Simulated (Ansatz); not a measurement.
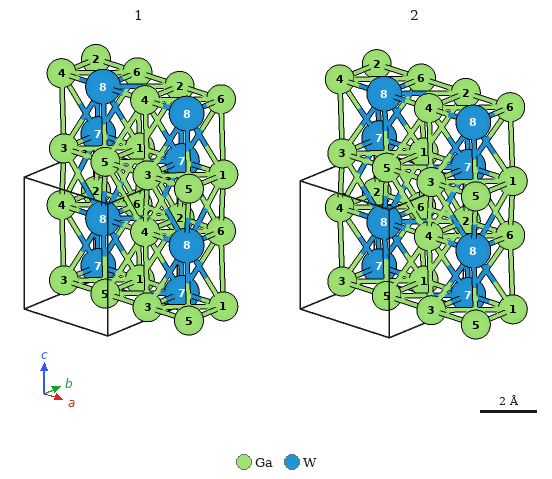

Two geometries of a crystal of Ga$_{3}$W (built on the Ni3Sn (D0_19)_194 type) (coarse preliminary run), drawn at one scale. One is the start of a relaxation, the other its converged end. A ball-and-stick model of the cell of the calculation, repeated 2 × 1 × 2 with one cell outlined, seen slightly off an axis.

These are results of DFT PBE, scalar-relativistic, plane waves, PAW (Ansatz 0.2.0), not measurements. Set-up: plane-wave cutoff 420 eV; k-point mesh 3 × 3 × 4; occupations gaussian; smearing width 0.1 eV; no spin polarisation; cell and atoms relaxed; force threshold 0.04 eV/Å; at most 70 steps.

> Which one is relaxed?

Structure 1 is the relaxed one. Case: Ni3Sn (D0_19) type (P6_3/mmc, No. 194). The largest moves relative to the cell, 0.010 Å, are those of Ga1, Ga2, Ga3, Ga4, Ga5 and Ga6. Ga3 goes along [2 1 0]. W stays in place. Cell: a = b 5.854 → 5.490 Å (−6.2 %), c 4.699 → 4.836 Å (+2.9 %). Volume −9.5 %. Near-neighbour distances that change, for instance: Ga1–Ga3 2.921 → 2.723 Å, Ga1–W7 2.927 → 2.745 Å, Ga1–Ga3 (another image) 2.933 → 2.767 Å, Ga1–W8 2.892 → 2.884 Å. The space group stays P6_3/mmc (No. 194). After 4 accepted moves (5 points after the start) the energy has fallen by 106 meV per atom. Largest force component: 0.26 eV/Å at the start, 0.00086 eV/Å at the end. The pressure goes from −10.50 to −0.02 GPa. At 1 point the geometry stayed and the basis and grid were re-selected for the new cell (energy shift of 0.6 meV per atom at most each time). Cost: 41 s on 1 thread of Arm Neoverse V1 (shared host), peak memory 0.42 GiB.
